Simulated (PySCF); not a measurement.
# Bi²⁺: dipole response in def2-QZVPPD with ECP60

How polarisable is Bi²⁺ at the levels listed below?

Method: unrestricted determinants in a Gaussian basis, no spin-orbit coupling in the energies. Code: PySCF 2.14.0.

### Step 1. What is computed

- Element: bismuth (Z = 83)
- Basis: def2-QZVPPD with the def2 core potential (60 electrons)
- Hamiltonian: scalar relativity through the core potential
- State 1: Bi²⁺: [Xe] 4f14 5d10 6s1 6p2, high-spin 4P determinant (an excited configuration)
- Methods: LC-wPBE

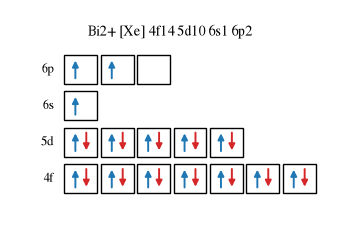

Occupation of the outer shells (arrows by Hund's rule).

One driver process ran all states and methods and kept the integrals in memory. Each run is shown as a PySCF script that sums up its settings (the driver passes frozen orbitals as a list and adds second-order terms of double hybrids); the logs are those of the runs themselves. The driver starts from symmetry-adapted Hartree-Fock orbitals, holds the occupation by maximum overlap and uses a logarithmic radial grid for functionals, so a plain start would take other cycles.

The integrals over 88 functions and the set-up took 1 s of CPU time.

### Step 2. Bi²⁺ [Xe] 4f14 5d10 6s1 6p2, at LC-wPBE

Level: LC-wPBE.

Contents of input.py:

```python
from pyscf import gto, scf, dft, mp, cc
import basis_set_exchange as bse
txt = bse.get_basis("def2-QZVPPD", elements=["Bi"], fmt="nwchem", header=False)
cut = txt.index("\nECP")
mol = gto.M(atom="Bi 0 0 0", charge=2, spin=3, symmetry="D2h",
            basis=gto.basis.parse(txt[:cut]),
            ecp={"Bi": gto.basis.parse_ecp(txt[cut:])})
mf = dft.UKS(mol, xc="LC_WPBE")
mf.irrep_nelec = {'Ag': (4, 3), 'B1g': (1, 1), 'B2g': (1, 1), 'B3g': (1, 1), 'B1u': (2, 1), 'B2u': (2, 1), 'B3u': (1, 1)}
mf.kernel()
```

Standard output:

```text
damping factor = 0
level_shift factor = 0
DIIS = <class 'pyscf.scf.diis.CDIIS'>
diis_start_cycle = 1
diis_space = 10
diis_damp = 0
SCF conv_tol = 1e-09
SCF conv_tol_grad = None
number electrons alpha = 12  beta = 9
XC functionals = LC_WPBE
    O. A. Vydrov and G. E. Scuseria.,  J. Chem. Phys. 125, 234109 (2006)
cycle= 1 E= -213.40635806312  delta_E= -0.00821  |g|= 0.0208  |ddm|= 0.272
cycle= 2 E= -213.406644522254  delta_E= -0.000286  |g|= 0.00535  |ddm|= 0.0476
cycle= 3 E= -213.40666808538  delta_E= -2.36e-05  |g|= 0.00215  |ddm|= 0.0139
cycle= 4 E= -213.406670293937  delta_E= -2.21e-06  |g|= 0.000426  |ddm|= 0.00317
cycle= 5 E= -213.406670509024  delta_E= -2.15e-07  |g|= 6.67e-05  |ddm|= 0.00105
cycle= 6 E= -213.406670515085  delta_E= -6.06e-09  |g|= 7.58e-06  |ddm|= 0.000176
cycle= 7 E= -213.40667051515  delta_E= -6.45e-11  |g|= 9.37e-07  |ddm|= 3.32e-05
converged SCF energy = -213.40667051515  <S^2> = 3.7524319  2S+1 = 4.0012158
```

CPU time 40 s on a shared host, the integrals not counted.

Orbital energies by shell (radii are means over both spins):

```tsv
shell	electrons	mean orbital energy (eV)	spread (eV)	rms radius (bohr)
5s α	1	-183.11	0	0.892
5s β	1	-182.81	0	0.892
5p α	3	-122.33	0.512	1.02
5p β	3	-122.02	0.644	1.02
5d α	5	-51.369	0.496	1.32
5d β	5	-50.667	0.786	1.32
6s α	1	-37.608	0	2.20
6p α	2	-24.857	0	2.69
```

⟨S²⟩ = 3.752, ⟨L²⟩ = 2.01.

The driver then solved the coupled dipole response at imaginary frequencies: mean α = 16.38 bohr³ (xx, yy, zz: 15.42, 16.85, 16.85), C₆ = 121.8 au for a like pair.

Energies and moments cover only the electrons outside the core potential. Spin-orbit coupling is strong in this species (close to jj coupling), so the high-spin LS determinant is a model state, not a physical level.

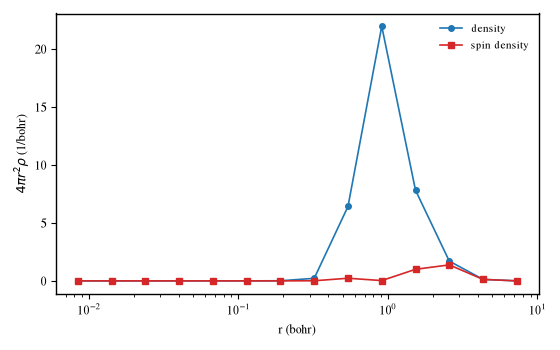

Radial density 4πr²ρ of Bi²⁺ at LC-wPBE, the electrons outside the core potential, at 14 stored radii joined by straight lines.

### Step 3. The response side by side

Bi²⁺ [Xe] 4f14 5d10 6s1 6p2, in atomic units:

```tsv
method	mean α	C₆ (like pair)	S(−4)
LC-wPBE	16.38	121.8	66.28
```

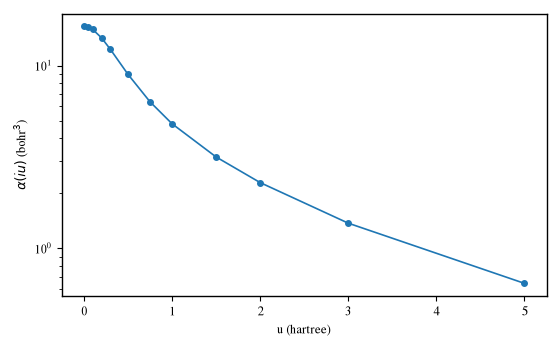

α(iu) of Bi²⁺ [Xe] 4f14 5d10 6s1 6p2, the polarisability at imaginary frequency, on a logarithmic scale.

### Step 4. What came out

| quantity | value |
| --- | --- |
| α of Bi²⁺ [Xe] 4f14 5d10 6s1 6p2 | 16.38 (LC-wPBE) bohr³ |

A single London oscillator with the computed α and C₆ of Bi²⁺ [Xe] 4f14 5d10 6s1 6p2 at LC-wPBE would have ω = 4 C₆ / (3 α²) = 0.606 hartree. The basis is finite, and no extrapolation was made.
